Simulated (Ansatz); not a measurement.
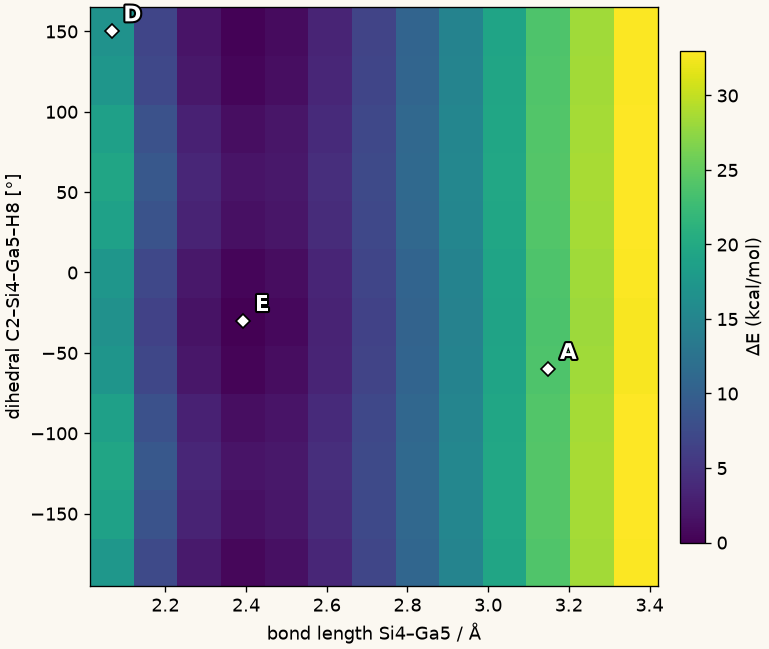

C2H4ClGaSi, SMILES ClC1=C[SiH]1[GaH2]. First axis: bond length Si4–Ga5. Second axis: dihedral C2–Si4–Ga5–H8. Nothing is relaxed (all other coordinates rigid). The scan uses a 13 × 12 grid. Points are written as (first, second). Energies are in kcal/mol, from the lowest grid point. Theory: RKS PBE-D4/def2-TZVP (Ansatz).

The picture shows one coloured cell a grid point, lettered points.

Is A the lowest point of the computed grid?

Answer. No. A lies 23.8 kcal/mol above the lowest grid point, which is at (2.392 Å, −30°).

What kind of point is each of A, E: minimum, saddle, maximum or slope?

Answer. A: on a slope; E: minimum. (In these two coordinates alone; a stationary point may lie a little off the grid point.)
